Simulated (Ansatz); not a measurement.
# C₃HF₅: what the fields show

The calculation's input:

```
crystal:
  periodic: [false, false, false]
  atoms:
    - {symbol: F, position_ang: [-0.007620, -1.631276, 1.997955]}
    - {symbol: C, position_ang: [-0.072391, -0.522686, 1.281276]}
    - {symbol: C, position_ang: [0.085495, -0.538474, -0.031507]}
    - {symbol: F, position_ang: [0.316511, -1.651179, -0.713339]}
    - {symbol: C, position_ang: [0.021655, 0.686764, -0.889953]}
    - {symbol: F, position_ang: [-0.211013, 1.774506, -0.153124]}
    - {symbol: F, position_ang: [1.166389, 0.869591, -1.551495]}
    - {symbol: F, position_ang: [-0.949545, 0.585405, -1.799936]}
    - {symbol: H, position_ang: [-0.260882, 0.381047, 1.842924]}
basis:
  gaussian: {orbitals: def2-TZVPP}
hamiltonian: {xc: pbe0, dispersion: d4}
output: {orbitals: {seedname: orbitals}}
```

Command:

```sh
ansatz run in.yaml --threads 8 --pin off --events-out ev --progress --plain --max-ram 18278MiB
```

Geometry: PBE0-D4/def2-TZVP.

The calculation used Ansatz 0.2.0, RKS PBE0-D4/def2-TZVPP.

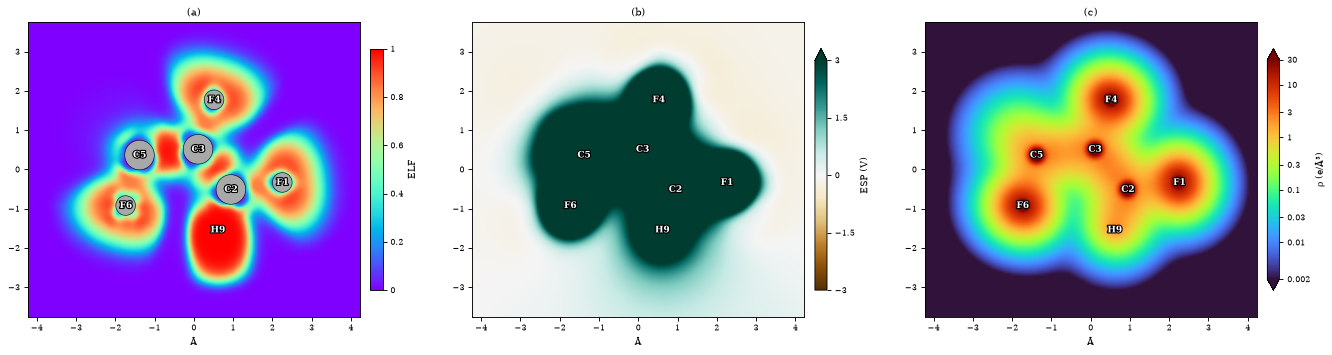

Figure 1. (a) electron localisation function; (b) molecular electrostatic potential; (c) electron density on the plane of atoms C2, C3 and F4. Grey discs cover the atomic cores in the ELF map.

### Read the bonding off the picture.

Atoms in the plane: F, C and H.
C–F (1.32 Å): ρ is about 2.4 e/Å³ halfway; the ELF peaks at about 0.85 between the atoms; a polar covalent bond.
C–C (1.32 Å): ρ is about 2.5 e/Å³ halfway; the ELF peaks at about 0.95 between the atoms (a multiple bond).
C–H (1.08 Å): ρ at the midpoint is about 2.2 e/Å³; the ELF climbs to about 1 towards the hydrogen, as it does in any bond to H: an ordinary covalent bond to hydrogen.
C–C (1.50 Å): the density is about 1.9 e/Å³ at the midpoint; the ELF peaks at about 1 between the atoms; a covalent bond.
The ELF also peaks beside F6, F1 and F4, away from the bonds: lone-pair regions.
Outside the dense part of the molecule the potential is most negative (−0.3 V) near F4.

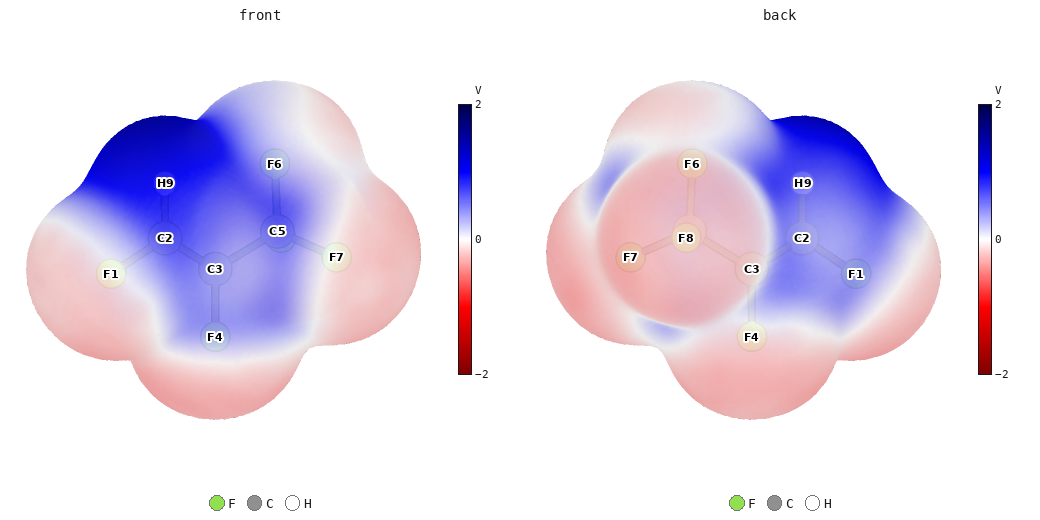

Figure 2. The molecular electrostatic potential painted on the density surface at 0.001 e/bohr³, seen from the front and from behind; the colour scale runs from red (negative) to blue (positive).

### Where is the surface potential most negative and most positive?

The most negative region (about −0.3 V, or −7 kcal/mol for a unit charge) lies over F1, F4, F7 and F8, the most positive (about +1.5 V, or +35 kcal/mol for a unit charge) over H9.

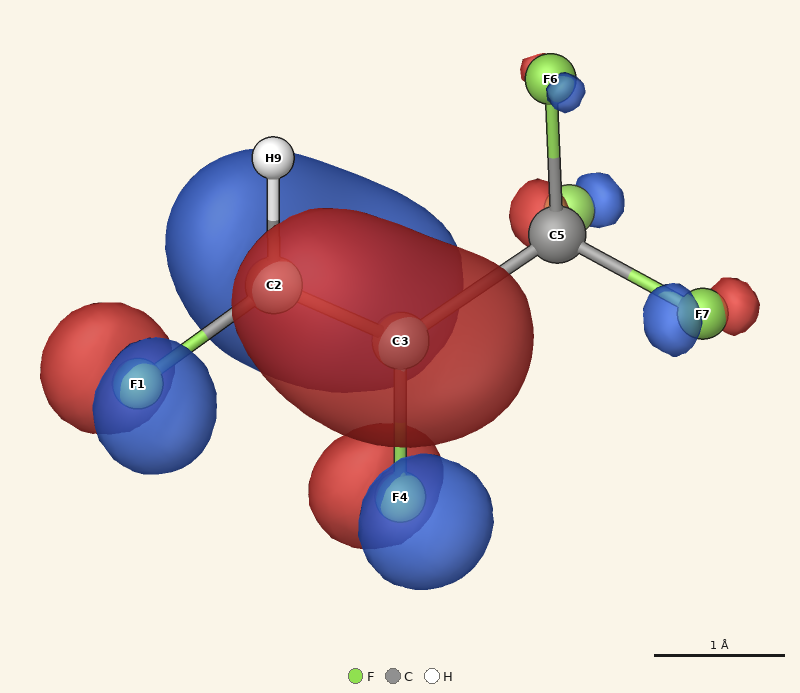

Figure 3. The HOMO at ±0.15 Å⁻³ᐟ² (blue and red are the two phases), seen at a tilt.

### Describe this orbital and give its energy.

It lies mainly on C3 (about 35 %), C2 (about 30 %), F4 (about 15 %) and F1 (about 10 %); π-bonding across C3–C2. Its energy is −8.36 eV.
